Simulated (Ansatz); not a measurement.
**Geometry relaxation of Si4H10O4 (part 5 of 5)**

The same run, continued: Si4H10O4; RKS PBE-D4/STO-3G (Ansatz 0.2.0). The run did not end well. It belongs to a series of runs on one base structure; here: start relaxed.

Geometry of the input (Å):
```
Si 0.0000  0.0000  0.0000
O  0.0000  0.0000  1.6800
H  -0.9095  -0.2814  2.0171
O  1.5842  0.0000  -0.5594
Si 2.4906  -1.3762  -0.8866
H  1.6598  -2.3521  -1.5857
H  3.6318  -1.0202  -1.7249
H  2.9691  -1.9538  0.3660
O  -0.7913  1.3709  -0.5594
Si -2.4002  1.4263  -1.0396
H  -3.2124  0.6421  -0.1138
H  -2.8620  2.8114  -1.0378
H  -2.5267  0.8736  -2.3850
O  -0.7913  -1.3709  -0.5594
Si -1.6730  -2.4329  0.3983
H  -1.2634  -2.2870  1.7920
H  -3.0964  -2.1323  0.2761
H  -1.4264  -3.8036  -0.0398
```

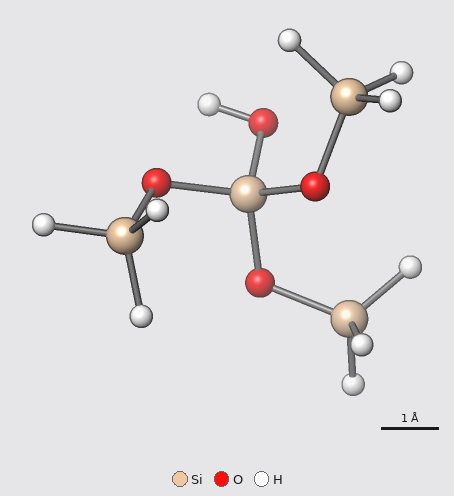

Figure 1. The geometry at step 40 of the log (ball-and-stick view, seen at a tilt).

### What went wrong

The run did not converge: “geometry relaxation did not converge after 40 steps: max|allowed force component| = 1.05e-1 eV/Å (threshold 2.0e-2). Raise `relax.max_steps` over both its present limit and 40, loosen `relax.f_tol`, or start from a geometry closer to equilibrium …” Its last values are not results.
